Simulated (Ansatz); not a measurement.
Given this structure, the geometry relaxed at fixed volume with Ansatz 0.2.0, DFT HSE06, scalar-relativistic, plane waves, PAW, written in its standard cell:

```cif
data_structure
_symmetry_space_group_name_H-M 'P 1'
_symmetry_Int_Tables_number 1
_cell_length_a 3.7722
_cell_length_b 3.7722
_cell_length_c 12.1997
_cell_angle_alpha 90.000
_cell_angle_beta 90.000
_cell_angle_gamma 120.000
_cell_volume 150.33
loop_
_atom_site_label
_atom_site_type_symbol
_atom_site_fract_x
_atom_site_fract_y
_atom_site_fract_z
_atom_site_occupancy
La1 La 0.00000 0.00000 0.00000 1
La2 La 0.00000 0.00000 0.50000 1
La3 La 0.33333 0.66667 0.25000 1
La4 La 0.66667 0.33333 0.75000 1
```

**What does the kinematic electron diffraction pattern along [101] look like at 100 kV (B = 0.8 Å²)?**

The spots form a centred rectangular net whose two shortest vectors correspond to d = 3.27 Å and 3.16 Å, 61.1° apart. They are 0 1 0 and 1 0 -1. The pattern has symmetry 2mm. A glide plane extinguishes reflections such as 1 -2 -1, 1 1 -1; reflections such as 3 -3 -3, 3 0 -3 are allowed by the space group but vanish because the atoms sit on special positions; reflections such as 2 -1 -2 are allowed but too weak to see at this display level.

Strongest reflections with d > 1.00 Å, one of each family (|F|² from tabulated Gaussian fits of the electron scattering factors, times a small damping for the curvature of the Ewald sphere):

```json
{"hkl": "1 0 -1", "d (Å)": "3.156", "I (strongest = 100)": "100"}
{"hkl": "2 0 -2", "d (Å)": "1.578", "I (strongest = 100)": "71"}
{"hkl": "0 3 0", "d (Å)": "1.089", "I (strongest = 100)": "42"}
{"hkl": "0 1 0", "d (Å)": "3.267", "I (strongest = 100)": "35"}
{"hkl": "2 1 -2", "d (Å)": "1.210", "I (strongest = 100)": "33"}
{"hkl": "1 2 -1", "d (Å)": "1.228", "I (strongest = 100)": "12"}
```

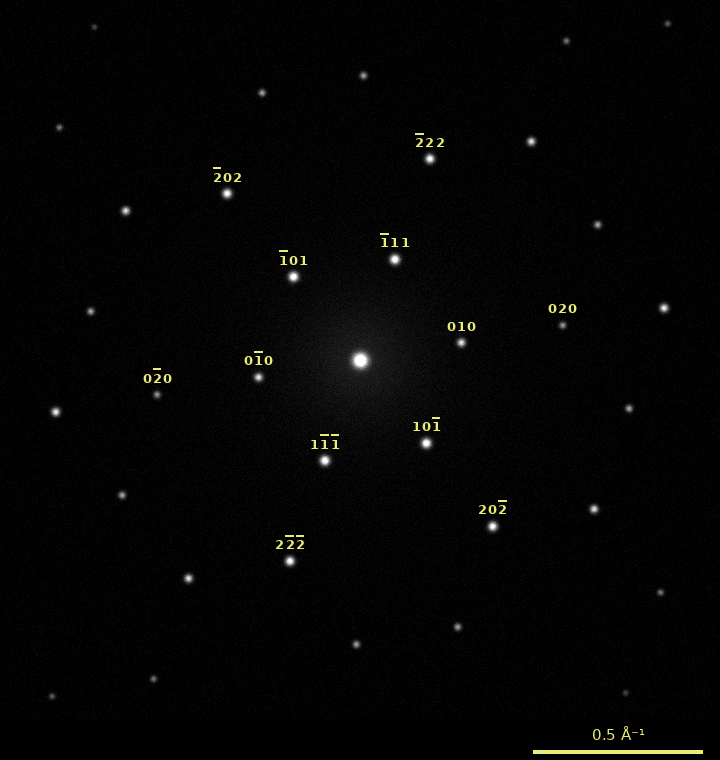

Calculated pattern, seen from the source side with [101] pointing towards the source.
